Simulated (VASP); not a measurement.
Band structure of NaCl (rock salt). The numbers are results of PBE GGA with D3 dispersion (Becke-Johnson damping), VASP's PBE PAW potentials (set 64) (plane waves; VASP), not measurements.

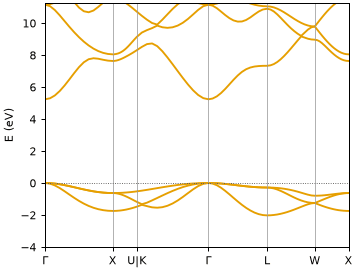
*Bands along high-symmetry lines, zero at the valence-band maximum or, without a gap, the Fermi level*

Question: Read the plot: is there a gap, and where are the band edges?

Answer: The gap is direct, 5.24 eV, from the valence maximum at Γ to the conduction minimum at Γ. (Edges off the drawn lines would not show.)

Measured: gap 8.97 eV (computed value off by -3.73 eV), as given by Wei Chen et al., Physical Review Materials (2018), doi:10.1103/physrevmaterials.2.073803.

The compound is NaCl in the rock salt structure. It was relaxed first.
